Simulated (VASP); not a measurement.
Energy against volume of Nb (bcc). Calculation: MS2 meta-GGA, VASP's PBE PAW potentials (set 64) (plane waves; VASP).

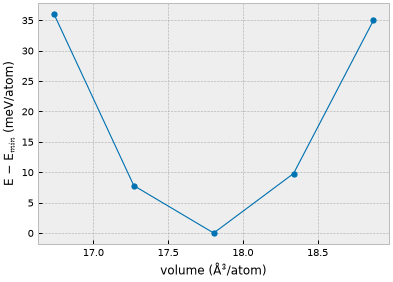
*Energy against volume*

Q: Estimate the equilibrium volume and the bulk modulus.

A: The minimum lies near 17.8 Å³/atom, and the curvature gives B0 of about 180 GPa.

Measured: bulk modulus 173 GPa at 0 K (computed value off by +2.7 %), as given by Daniel Mejia-Rodriguez et al., Physical Review B (2018), arXiv:1807.09216 [0 K value with the zero-point phonon effect removed]; a 3.294 Å at 0 K (computed value off by -0.2 %), as given by Daniel Mejia-Rodriguez et al., Physical Review B (2018), arXiv:1807.09216 [static lattice: zero-point anharmonic expansion removed].

The compound is Nb in the bcc structure. It was relaxed first.
